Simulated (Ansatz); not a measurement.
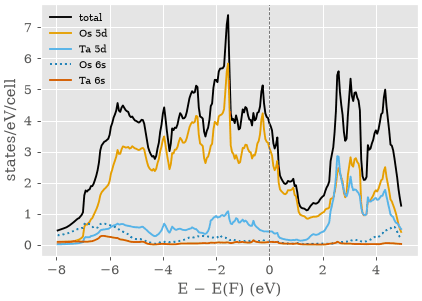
*Total and projected density of states of TaOs3 (Cu3Au type, Pm-3m), DFT-r²SCAN in the program Ansatz with PAW potentials*

Question: Which orbitals carry the states next to the Fermi level?

Answer: Within 0.5 eV of the Fermi level: Os 5d 79 %, Ta 5d 11 %. Projections are on Löwdin-orthogonalised atomic valence shells; empty p or d shells of many metals are not among them.

Question: Where is the tallest occupied peak in this window, and what makes it?

Answer: Near -1.6 eV, about 7.4 states/eV per cell; the largest projected share is Os 5d.

The workflow started from a Materials Project entry (that database holds measured and hypothetical structures alike); the Crystallography Open Database copy checked does not list it. With Ta and Os taken as one species the cell has the higher symmetry Fm-3m, so it may be an ordered model of a mixed-site phase. Its standing as an ambient phase is unchecked. The r²SCAN relaxation kept the symmetry of its start; whether a distortion lowers the energy is not shown. No spin polarisation was allowed. Spin–orbit coupling is left out wherever it is not named.

Potentials: the later of the program's two PAW sets.
